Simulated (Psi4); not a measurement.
# PBE0/def2-TZVPD (density fitting with cc-pvtz-jkfit, sweep point 4) run of BF (SMILES [B]F)

Aim: the vertical ionisation energy of BF at PBE0/def2-TZVPD (density fitting with cc-pvtz-jkfit, sweep point 4), from 2 runs. 

Program for the calculation: Psi4 1.11.

2 further runs of the same task are left out: 2 set aside as unsound or not needed.

## 1. The structure to begin with

BF: 2 atoms, total charge 0, spin state singlet. As SMILES, `[B]F`. The shape is that of a GFN2-xTB optimisation.

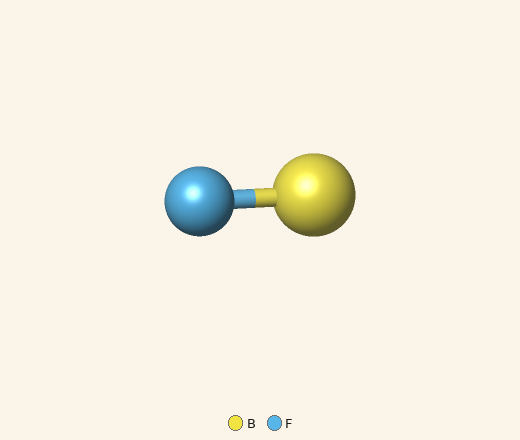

Viewed from a chosen angle; boron yellow, fluorine blue.

## 2. A single-point energy at PBE0/def2-TZVPD (density fitting with cc-pvtz-jkfit, sweep point 4)

Contents of input.inp:

```
memory 1600 mb

molecule {
  0 1
  B      0.000000     0.000000     0.000000
  F      0.000000     0.000000     1.244390
  symmetry c1
}

set reference rks
set puream true
set scf_type df
set dft_radial_points 99
set dft_spherical_points 590
set df_basis_scf cc-pvtz-jkfit

e_tot, wfn = energy("pbe0/def2-TZVPD", return_wfn=True)
```

Run with:

```sh
$ psi4 -i input.inp -o input.out -n 1
```

input.out:

```text
[...]
  Running in c1 symmetry.
[...]
  Nuclear repulsion =   19.136263133061178
[...]
  Multiplicity = 1
[...]
  Nalpha       = 7
  Nbeta        = 7
[...]
    Number of basis functions: 77
[...]
   @DF-RKS iter   1:  -124.55061560974995   -4.27266e-01   4.06016e-03 DIIS/ADIIS
[...]
   @DF-RKS iter   6:  -124.58021993922549   -1.97069e-07   6.20863e-07 DIIS
[...]
    Orbital Energies [Eh]
    ---------------------
    Doubly Occupied:
       1A    -24.863832     2A     -6.887975     3A     -1.342255
       4A     -0.648158     5A     -0.556560     6A     -0.556560
       7A     -0.293051
[...]
  @DF-RKS Final Energy:  -124.58021993922549
   => Energetics <=
    Nuclear Repulsion Energy =             19.1362631330611777
    One-Electron Energy =                -209.3971243967510532
    Two-Electron Energy =                  76.5250039345528705
    DFT Exchange-Correlation Energy =     -10.8443626100884725
    Empirical Dispersion Energy =           0.0000000000000000
    VV10 Nonlocal Energy =                  0.0000000000000000
    Total Energy =                       -124.5802199392254863
[...]
 Multipole Moments:
 ------------------------------------------------------------------------------------
     Multipole            Electronic (a.u.)      Nuclear  (a.u.)        Total (a.u.)
 ------------------------------------------------------------------------------------
 L = 1.  Multiply by 2.5417464519 to convert [e a0] to [Debye]
 Dipole X            :          0.0000000            0.0000000            0.0000000
 Dipole Y            :         -0.0000000            0.0000000           -0.0000000
 Dipole Z            :          0.1103541            0.3206489            0.4310030
 Magnitude           :                                                    0.4310030
[...]
```

It took 2.8 s on 1 thread of Intel Xeon 6975P-C (Granite Rapids), shared host; peak memory 0.45 GiB.

## 3. The doublet cation at the same level

Contents of job.dat:

```
memory 1600 mb

molecule geom {
  1 2
  B      0.000000     0.000000     0.000000
  F      0.000000     0.000000     1.244390
  symmetry c1
}

set basis def2-TZVPD
set reference uks
set puream true
set scf_type df
set dft_radial_points 99
set dft_spherical_points 590
set df_basis_scf cc-pvtz-jkfit
set maxiter 150

e, wfn = energy('pbe0', return_wfn=True)
```

Run with:

```sh
$ psi4 job.dat job.out -n 1
```

job.out:

```text
[...]
  Running in c1 symmetry.
[...]
  Nuclear repulsion =   19.136263133061178
[...]
  Multiplicity = 2
[...]
  Nalpha       = 7
  Nbeta        = 6
[...]
    Number of basis functions: 77
[...]
   @DF-UKS iter   1:  -124.13933907565345   -1.59897e-02   4.20915e-03 DIIS/ADIIS
[...]
   @DF-UKS iter   8:  -124.18141050457160   -5.29241e-09   1.54030e-07 DIIS
[...]
   @S^2 Observed:                7.533944740E-01
[...]
    Orbital Energies [Eh]
    ---------------------
    Alpha Occupied:
       1A    -25.196416     2A     -7.351576     3A     -1.663571
       4A     -0.963972     5A     -0.867317     6A     -0.867317
       7A     -0.724305
    Alpha Virtual:
       8A     -0.393703     9A     -0.393703    10A     -0.182392
      11A     -0.134101    12A     -0.087955    13A     -0.087955
      14A     -0.060130    15A     -0.059759    16A     -0.059759
      17A     -0.036364    18A     -0.036364    19A      0.006775
      20A      0.040734    21A      0.063609    22A      0.063609
      23A      0.070814    24A      0.171959    25A      0.218444
[...]
  @DF-UKS Final Energy:  -124.18141050457160
   => Energetics <=
    Nuclear Repulsion Energy =             19.1362631330611777
    One-Electron Energy =                -204.5396354586989105
    Two-Electron Energy =                  71.8462082250370457
    DFT Exchange-Correlation Energy =     -10.6242464039708988
    Empirical Dispersion Energy =           0.0000000000000000
    VV10 Nonlocal Energy =                  0.0000000000000000
    Total Energy =                       -124.1814105045716019
[...]
 Multipole Moments:
 ------------------------------------------------------------------------------------
     Multipole            Electronic (a.u.)      Nuclear  (a.u.)        Total (a.u.)
 ------------------------------------------------------------------------------------
 L = 1.  Multiply by 2.5417464519 to convert [e a0] to [Debye]
 Dipole X            :          0.0000000            0.0000000            0.0000000
 Dipole Y            :         -0.0000000            0.0000000           -0.0000000
 Dipole Z            :         -1.7227824            0.3206489           -1.4021335
 Magnitude           :                                                    1.4021335
[...]
```

It took 4.2 s on 1 thread of Intel Xeon 6975P-C (Granite Rapids), shared host; peak memory 0.46 GiB.

## 4. Outcome

Level: PBE0/def2-TZVPD (density fitting with cc-pvtz-jkfit, sweep point 4).

| quantity | value |
| --- | --- |
| singlet BF: total energy | -124.58022 Eh |
| singlet BF: dipole moment | 1.10 D |
| singlet BF: HOMO energy | -7.97 eV |
| singlet BF: LUMO energy | -0.97 eV |
| singlet BF: HOMO–LUMO gap | 7.00 eV |
| doublet cation: total energy | -124.18141 Eh |
| doublet cation: HOMO energy (highest over α and β) | -19.71 eV |
| doublet cation: LUMO energy (lowest over α and β) | -13.35 eV |
| doublet cation: ⟨S²⟩ | 0.753 |
| vertical ionisation energy (to the doublet cation) | 10.852 eV |

Removing an electron at fixed nuclei costs 10.85 eV (1047 kJ/mol). −ε(HOMO) before ionisation, 7.97 eV, is 2.88 eV below this ionisation energy.
